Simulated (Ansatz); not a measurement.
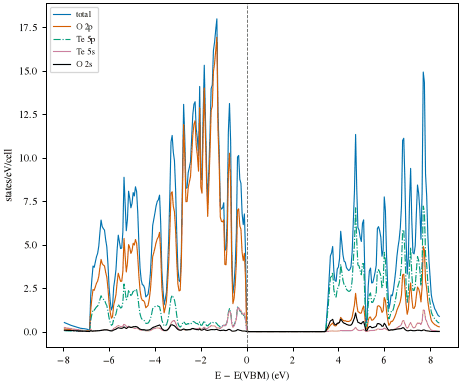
Figure: Total and projected density of states of TeO$_{2}$ in space group P4_12_12 (No. 92; Te on 4a, O on 8b), r²SCAN in the plane-wave PAW code Ansatz

Which orbitals carry the states next to the gap?

Top 1 eV of the valence band: O 2p 73 %, Te 5p 12 %, Te 5s 12 %. Bottom 1 eV of the conduction band: Te 5p 68 %, O 2s 13 %, O 2p 12 %, outside the projected shells 5 %. Projections are on Löwdin-orthogonalised atomic valence shells; empty p or d shells of many metals are not among them.

Where is the tallest occupied peak in this window, and what makes it?

Near -1.3 eV, about 18 states/eV per cell; the largest projected share is O 2p.

The first step of the workflow began from a Materials Project structure, measured or hypothetical; the Crystallography Open Database files this formula in space group No. 92, but the cells were not matched. Its standing as an ambient phase is unchecked. The r²SCAN relaxation kept the symmetry of its start; whether a distortion lowers the energy is not shown. Spin–orbit coupling is left out wherever it is not named.

Potentials: the later of the program's two PAW sets.
